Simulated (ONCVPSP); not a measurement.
Tm: pseudopotential generation

System: thulium (Tm, Z = 69), core [Kr] 4d10, reference valence 4f13 5s2 5p6 6s2, valence charge 23.
Method: ONCV potential, PBE, scalar-relativistic, made with ONCVPSP 4.0.1.

## Input file
```
# ATOM AND REFERENCE CONFIGURATION
# atsym  z   nc   nv     iexc    psfile
  Tm 69.00    9    4        4      upf
#
#   n    l    f
    1    0    2.00
    2    0    2.00
    2    1    6.00
    3    0    2.00
    3    1    6.00
    3    2   10.00
    4    0    2.00
    4    1    6.00
    4    2   10.00
    4    3   13.00
    5    0    2.00
    5    1    6.00
    6    0    2.00
#
# PSEUDOPOTENTIAL AND OPTIMIZATION
# lmax
    3
#
#   l,   rc,      ep,       ncon, nbas, qcut
    0    1.75    0.00    3    6    6.80
    1    1.80    0.00    3    7    6.00
    2    1.65    0.27    4    9    6.60
    3    1.20    0.00    3    8   12.60
#
# LOCAL POTENTIAL
# lloc, lpopt,  rc(5),   dvloc0
    4    4    0.75    2.00
#
# VANDERBILT-KLEINMAN-BYLANDER PROJECTORs
# l, nproj, debl
    0    2    3.30
    1    2    1.40
    2    2    3.30
    3    2    2.20
#
# MODEL CORE CHARGE
# icmod, fcfact, rcfact
    1    0.50    0.00
#
# LOG DERIVATIVE ANALYSIS
# epsh1, epsh2, depsh
   -3.00    5.00    0.02
#
# OUTPUT GRID
# rlmax, drl
    6.00    0.01
#
# TEST CONFIGURATIONS
# ncnf
    4
# nvcnf
#   n    l    f
    4
    4    3   13.00
    5    0    2.00
    5    1    6.00
    6    0    1.00
#
    4
    4    3   13.00
    5    0    2.00
    5    1    6.00
    6    0    0.00
#
    4
    4    3   12.00
    5    0    2.00
    5    1    6.00
    6    0    0.00
#
    5
    4    3   13.00
    5    0    2.00
    5    1    6.00
    6    0    1.00
    5    2    1.00
#
```

Hardware: 1 CPU thread, shared host.

Run as:
```bash
oncvpsp.x < Tm.dat > Tm.out
```

## Output (extracts)
```
ONCVPSP  (Optimized Norm-Conservinng Vanderbilt PSeudopotential)
scalar-relativistic version 4.0.1

#   n    l    f        energy (Ha)
    1    0    2.00    -2.1789361E+03
    2    0    2.00    -3.6761629E+02
    2    1    6.00    -3.2454971E+02
    3    0    2.00    -8.2619783E+01
    3    1    6.00    -6.9581215E+01
    3    2   10.00    -5.3496405E+01
    4    0    2.00    -1.6274944E+01
    4    1    6.00    -1.1991599E+01
    4    2   10.00    -6.3064426E+00
    4    3   13.00    -1.1362534E-01
    5    0    2.00    -1.9615323E+00
    5    1    6.00    -9.8861819E-01
    6    0    2.00    -1.4239114E-01

Reference configufation results
  iterations    39
  all-electron total energy (Ha)   -1.35674707D+04

Begin loop to  construct optimized pseudo wave functions
and semi-local pseudopoentials for all angular momenta

Calculating optimized projector #   1

 for l=   0

    Fraction of norm inside rc  0.889876
    Optimizing pswf for qcut=   6.80 a_B^-1,  ecut=  23.09 Ha
    Residual kinetic energy error=  6.39D-06 Ha

    Energy error per electron        Cutoff
         Ha          eV             Ha
         0.01000     0.27211       12.85
         0.00100     0.02721       16.58
         0.00010     0.00272       19.47
         0.00001     0.00027       23.13

Calculating optimized projector #   2

 for l=   0

    Fraction of norm inside rc  0.034988
    Optimizing pswf for qcut=   6.80 a_B^-1,  ecut=  23.09 Ha
    Residual kinetic energy error=  1.37D-06 Ha

    Energy error per electron        Cutoff
         Ha          eV             Ha
         0.01000     0.27211        8.71
         0.00100     0.02721       14.22
         0.00010     0.00272       18.11
         0.00001     0.00027       20.88

   Wellstate for l =  1  n =  6
     eigenvalue =   0.4114
     asymptotic potential =   0.9114
     half-point radius =  3.5904

Calculating optimized projector #   1

 for l=   1

    Fraction of norm inside rc  0.766630
    Optimizing pswf for qcut=   5.99 a_B^-1,  ecut=  17.95 Ha
    Residual kinetic energy error=  2.62D-05 Ha

    Energy error per electron        Cutoff
         Ha          eV             Ha
         0.01000     0.27211        6.12
         0.00100     0.02721        8.87
         0.00010     0.00272       15.52
         0.00001     0.00027       43.59

Calculating optimized projector #   2

 for l=   1

    Fraction of norm inside rc  0.109326
    Optimizing pswf for qcut=   5.99 a_B^-1,  ecut=  17.95 Ha
    Residual kinetic energy error=  3.56D-05 Ha

    Energy error per electron        Cutoff
         Ha          eV             Ha
         0.01000     0.27211        5.69
         0.00100     0.02721        8.25
         0.00010     0.00272       16.09
         0.00001     0.00027       26.97

WARNING wellstate: moderately localized bound state found for n= 5 l=  2
WARNING scattering state with energy  0.05000000
WARNING will be used for the first projector

   Wellstate for l =  2  n =  5
     eigenvalue =   0.0500
     asymptotic potential =   0.5500
     half-point radius =  4.1763

   Wellstate for l =  2  n =  7
     eigenvalue =   3.3500
     asymptotic potential =   3.8500
     half-point radius =  3.2546

Calculating optimized projector #   1

 for l=   2

    Fraction of norm inside rc  0.247866
    Optimizing pswf for qcut=   6.59 a_B^-1,  ecut=  21.72 Ha
    Residual kinetic energy error=  3.75D-06 Ha

    Energy error per electron        Cutoff
         Ha          eV             Ha
         0.01000     0.27211        7.24
         0.00100     0.02721       10.08
         0.00010     0.00272       12.31
         0.00001     0.00027       18.49

Calculating optimized projector #   2

 for l=   2

    Fraction of norm inside rc  0.109359
    Optimizing pswf for qcut=   6.59 a_B^-1,  ecut=  21.72 Ha
    Residual kinetic energy error=  3.35D-05 Ha

    Energy error per electron        Cutoff
         Ha          eV             Ha
         0.01000     0.27211        9.76
         0.00100     0.02721       12.15
         0.00010     0.00272       15.06
         0.00001     0.00027       74.28

   Wellstate for l =  3  n =  6
     eigenvalue =   2.0864
     asymptotic potential =   2.5864
     half-point radius =  3.7566

Calculating optimized projector #   1

 for l=   3

    Fraction of norm inside rc  0.840707
    Optimizing pswf for qcut=  12.59 a_B^-1,  ecut=  79.29 Ha
    Residual kinetic energy error=  3.25D-04 Ha

    Energy error per electron        Cutoff
         Ha          eV             Ha
         0.01000     0.27211       66.16
         0.00100     0.02721       74.33
         0.00010     0.00272      212.71

Calculating optimized projector #   2

 for l=   3

    Fraction of norm inside rc  0.044741
    Optimizing pswf for qcut=  12.59 a_B^-1,  ecut=  79.29 Ha
    Residual kinetic energy error=  1.67D-04 Ha

    Energy error per electron        Cutoff
         Ha          eV             Ha
         0.01000     0.27211       61.89
         0.00100     0.02721       72.14
         0.00010     0.00272       84.14
         0.00001     0.00027      235.64

Construct Vanderbilt / Kleinmman-Bylander projectors

B matrix Hermiticity error, ll=   0
   1   2    1.6025E-04

  Orthonormal projector coefficients  1.8779E+01  1.4819E+00

B matrix Hermiticity error, ll=   1
   1   2    1.7029E-04

  Orthonormal projector coefficients  1.3379E+01  1.0171E+00

B matrix Hermiticity error, ll=   2
   1   2   -2.6510E-04

  Orthonormal projector coefficients  9.4299E+00  7.0268E-01

B matrix Hermiticity error, ll=   3
   1   2   -4.2607E-04

  Orthonormal projector coefficients -1.2842E+01 -5.8654E+00

Model core correction analysis
  based on d2Exc/dn_idn_j

d2excae - all-electron derivatives

   -1.947704D-02   -1.171012D-02   -8.237797D-03   -5.520709D-04
   -1.167189D-02   -2.545249D-02   -2.092578D-02   -7.339260D-04
   -8.265340D-03   -2.122994D-02   -1.959791D-02   -3.649072D-04
   -6.015175D-04   -9.148662D-04   -6.285866D-04   -4.735711D-05

d2excps - pseudofunction derivatives with no core correction

   -3.496556D-02   -1.746537D-02   -1.161018D-02   -9.612015D-04
   -1.742678D-02   -2.470662D-02   -2.061940D-02   -6.859886D-04
   -1.163820D-02   -2.092769D-02   -1.913318D-02   -3.713799D-04
   -1.011325D-03   -8.694074D-04   -6.387033D-04   -4.416952D-05

rms 2nd derivative error    4.542731E-03

Polynomial model core charge

d2excps - pseudofunction derivatives with core correction

   -2.275667D-02   -1.389530D-02   -9.769884D-03   -6.899446D-04
   -1.385720D-02   -2.255951D-02   -1.926627D-02   -5.584690D-04
   -9.797488D-03   -1.957026D-02   -1.827507D-02   -2.970064D-04
   -7.393672D-04   -7.393471D-04   -5.606427D-04   -3.541424D-05

rms 2nd derivative error    1.595659E-03

Pseudoatom total energy -208.224223

Diagnostic tests using Vanderbilt-Kleinman-Bylander pseudopotentials
  1 or more projectors used as specified by nproj input data

   l    rcore       rmatch      e in        delta e   norm test  slope test

   0   1.7503986   1.8035445  -1.9615323   0.0000087   1.0001728   1.0001778
   0   1.7503986   1.8035445  -0.1423911   0.0000026   1.0000442   1.0000352

   1   1.8035445   1.8583040  -0.9886182  -0.0000049   1.0001003   1.0001114
   1   1.8035445   1.8583040   0.4113818  -0.0000008   1.0003252   1.0003252

   2   1.6586515   1.7090117   0.0500000   0.0000103   1.0001232   1.0001232
   2   1.6586515   1.7090117   3.3500000   0.0000094   1.0004394   1.0004394

   3   1.2007820   1.2372404  -0.1136253  -0.0002584   1.0001776   0.9999500
   3   1.2007820   1.2372404   2.0863747  -0.0001436   1.0007524   1.0007524

 Testing for bound ghosts
   n   l    E NL Schr. Eq   E Basis Diag.   E Cutoff

       0                       -5.715790     41.75  WARNING - GHOST(-)
   1   0       -1.961524       -1.961287     41.75
   2   0       -0.142389       -0.048085     41.75

   2   1       -0.988623       -0.988520     68.49

   3   2       -0.028989        0.031948    160.48

   4   3       -0.113884       -0.110226    269.79

 Testing for highly-localized positive-energy ghosts
       l    <radius>/rc     E Basis Diag.   E Cutoff

       1        0.392087        2.869171     68.49  WARNING - GHOST(+)

Test configuration 0

   n   l     f        eae           eps        diff
   1   0  2.0000-2178.93609947
   2   0  2.0000 -367.61628985
   2   1  6.0000 -324.54971349
   3   0  2.0000  -82.61978265
   3   1  6.0000  -69.58121505
   3   2 10.0000  -53.49640534
   4   0  2.0000  -16.27494387
   4   1  6.0000  -11.99159863
   4   2 10.0000   -6.30644257
   4   3 13.0000   -0.11362534   -0.11388373   -2.58D-04
   5   0  2.0000   -1.96153229   -1.96152359    8.71D-06
   5   1  6.0000   -0.98861819   -0.98862308   -4.89D-06
   6   0  2.0000   -0.14239114   -0.14238852    2.62D-06

    Total energies and differences
      AE_ref= -1.35674707D+04  AE_tst= -1.35674707D+04  dif=  0.00D+00
      PS_ref= -2.08224223D+02  PS_tst= -2.08224223D+02  dif= -4.18D-11
      PSP excitation error=  4.18D-11

Test configuration 1

   n   l     f        eae           eps        diff
   1   0  2.0000-2179.18145025
   2   0  2.0000 -367.86067234
   2   1  6.0000 -324.79423569
   3   0  2.0000  -82.86282491
   3   1  6.0000  -69.82428369
   3   2 10.0000  -53.73959894
   4   0  2.0000  -16.51851293
   4   1  6.0000  -12.23538089
   4   2 10.0000   -6.55051365
   4   3 13.0000   -0.35825179   -0.35876926   -5.17D-04
   5   0  2.0000   -2.20891240   -2.20848205    4.30D-04
   5   1  6.0000   -1.23549232   -1.23513200    3.60D-04
   6   0  1.0000   -0.33684283   -0.33677218    7.07D-05

    Total energies and differences
      AE_ref= -1.35674707D+04  AE_tst= -1.35672322D+04  dif=  2.38D-01
      PS_ref= -2.08224223D+02  PS_tst= -2.07986656D+02  dif=  2.38D-01
      PSP excitation error=  8.52D-04

Test configuration 2

   n   l     f        eae           eps        diff
   1   0  2.0000-2179.47041479
   2   0  2.0000 -368.14770883
   2   1  6.0000 -325.08147354
   3   0  2.0000  -83.14768073
   3   1  6.0000  -70.10917674
   3   2 10.0000  -54.02468626
   4   0  2.0000  -16.80419009
   4   1  6.0000  -12.52137679
   4   2 10.0000   -6.83692581
   4   3 13.0000   -0.64510349   -0.64622437   -1.12D-03
   5   0  2.0000   -2.49923713   -2.49831639    9.21D-04
   5   1  6.0000   -1.52370586   -1.52295726    7.49D-04

    Total energies and differences
      AE_ref= -1.35674707D+04  AE_tst= -1.35667874D+04  dif=  6.83D-01
      PS_ref= -2.08224223D+02  PS_tst= -2.07541953D+02  dif=  6.82D-01
      PSP excitation error=  1.04D-03

Test configuration 3

psatom: WARNING lschvkbb convergence error n,l,iter=   4   3   3
ea(ii),et,emin,emax -1.138837E-01 -1.252721E-01 -1.252721E-01 -1.252721E-01
run_config: WARNING for fully non-local PS atom, stg. 1
 WARNING no output for configuration 4

Test configuration 4

   n   l     f        eae           eps        diff
   1   0  2.0000-2178.92652223
   2   0  2.0000 -367.60488657
   2   1  6.0000 -324.53835092
   3   0  2.0000  -82.60894375
   3   1  6.0000  -69.57037096
   3   2 10.0000  -53.48539464
   4   0  2.0000  -16.26363468
   4   1  6.0000  -11.98009014
   4   2 10.0000   -6.29452285
   4   3 13.0000   -0.10097917   -0.10169538   -7.16D-04
   5   0  2.0000   -1.94626822   -1.94665319   -3.85D-04
   5   1  6.0000   -0.97536306   -0.97542697   -6.39D-05
   6   0  1.0000   -0.14230466   -0.14237540   -7.07D-05
   5   2  1.0000   -0.02779520   -0.02774125    5.39D-05

    Total energies and differences
      AE_ref= -1.35674707D+04  AE_tst= -1.35673571D+04  dif=  1.14D-01
      PS_ref= -2.08224223D+02  PS_tst= -2.08109837D+02  dif=  1.14D-01
      PSP excitation error= -8.02D-04
```

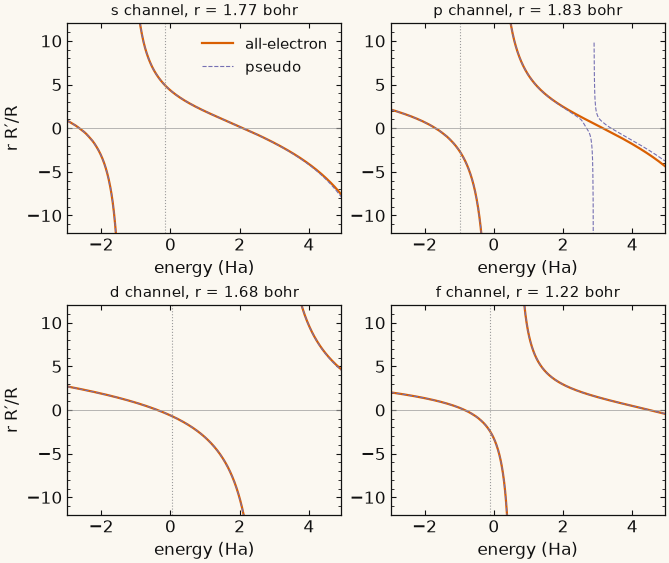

*Logarithmic derivatives r R′/R at the test radius against energy, all-electron atom (solid) and pseudo-atom (dashed). Here R(r) is the radial function. The dotted line marks the reference energy of the channel.*

- Poles, where the radial function vanishes at the test radius: s: all-electron at -1.3 Ha, pseudo at -1.3 Ha; p: all-electron at 0.0 Ha, pseudo at 0.0 and 2.8 Ha; d: all-electron at 2.9 Ha, pseudo at 2.9 Ha; f: all-electron at 0.6 Ha, pseudo at 0.6 Ha.
- Zeros of the logarithmic derivative: s: all-electron -2.6 and 2.1 Ha, pseudo -2.6 and 2.1 Ha; p: all-electron -1.7 and 3.1 Ha, pseudo -1.7, 2.7 and 3.4 Ha; d: all-electron -0.4 Ha, pseudo -0.4 Ha; f: all-electron -0.8 and 4.5 Ha, pseudo -0.8 and 4.5 Ha. The potential isn't sound: its ghost test gives GHOST(-) flagged for s at -155.5 eV; GHOST(+) flagged for p at 78.1 eV.

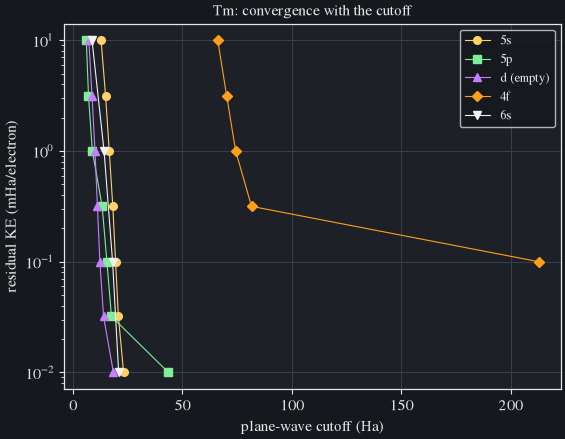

*Residual kinetic energy of the pseudo-waves (the first of each channel, and further valence shells) beyond the plane-wave cutoff, as the generator prints it.*

- Cutoffs for 1 mHa per electron: 4f: 74 Ha; 5s: 17 Ha; 6s: 14 Ha; d (empty): 10 Ha; 5p: 8.9 Ha.
- Hardest wave at 1 mHa per electron: 4f, with rc = 1.20 bohr and qcut = 12.6 1/bohr. The optimisation minimises, but can't always remove, the kinetic energy above qcut²/2 = 79.4 Ha, and a larger rc would as a rule soften the wave at some cost in transferability.
- Cutoffs for the occupied states: 74 Ha for 1 mHa and 213 Ha for 0.1 mHa per electron. The first is set by 4f.

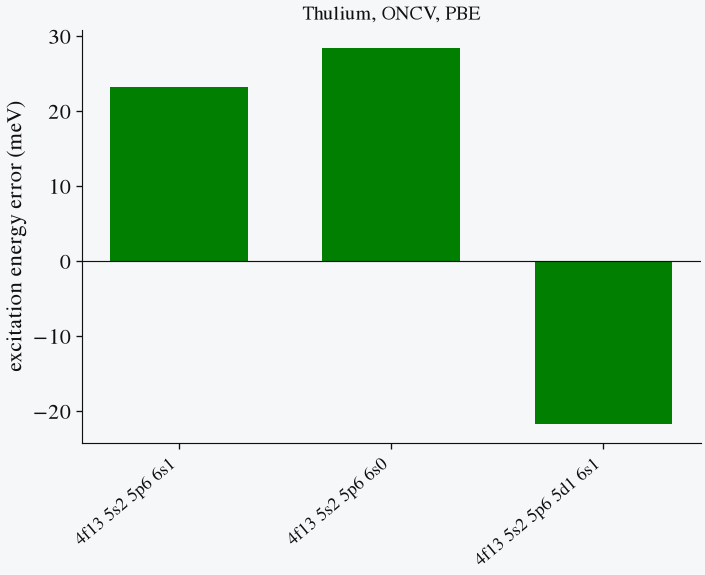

*Errors, all-electron minus pseudo, of the energies of valence configurations relative to the unpolarised reference 4f13 5s2 5p6 6s2. Not all tests gave a result: 1 of 4 tests not solved.*

- Worst configuration: 4f13 5s2 5p6 6s0 (charge +2): the error is +28 meV on an all-electron energy of +18.59 eV relative to the reference, or 0.15 %.
- Configurations within 10 meV and within 50 meV: 0 and 3 of 3.
- Errors in meV: 4f13 5s2 5p6 6s1: +23; 4f13 5s2 5p6 6s0: +28; 4f13 5s2 5p6 5d1 6s1: -22.

## Summary

- outcome: generated, with a ghost state
- cutoffs needed: 74 Ha and 213 Ha (the cutoffs at which the residual kinetic energy of the hardest occupied pseudo-wave falls to 1 and 0.1 mHa per electron)
- ghost test: GHOST(-) flagged for s at -155.5 eV; GHOST(+) flagged for p at 78.1 eV
- configuration tests: 1 of 4 tests not solved
- rms error of d²Exc/dni dnj: 4.54 mHa without and 1.60 mHa with the model core
- largest excitation error among the tests solved: +28 meV (all-electron minus pseudo) for 4f13 5s2 5p6 6s0
- clearest signs, in the scattering phases, of states that the all-electron atom lacks: p near 2.9 Ha
- range over which the phases arctan(r R′/R) at the test radius agree within 0.05 rad (a looser test near the poles than one of phase shifts): s: over the whole range computed; p: up to about 2.3 Ha; d: over the whole range computed; f: over the whole range computed
- wall time: 4.7 s

## Remarks

The potential has a bound ghost state, so it can't be used as it stands. Warnings of the program, in the generation or the tests: wellstate: moderately localized bound state found for n= 5 l= 2; psatom: WARNING lschvkbb convergence error n,l,iter= 4 3 3.
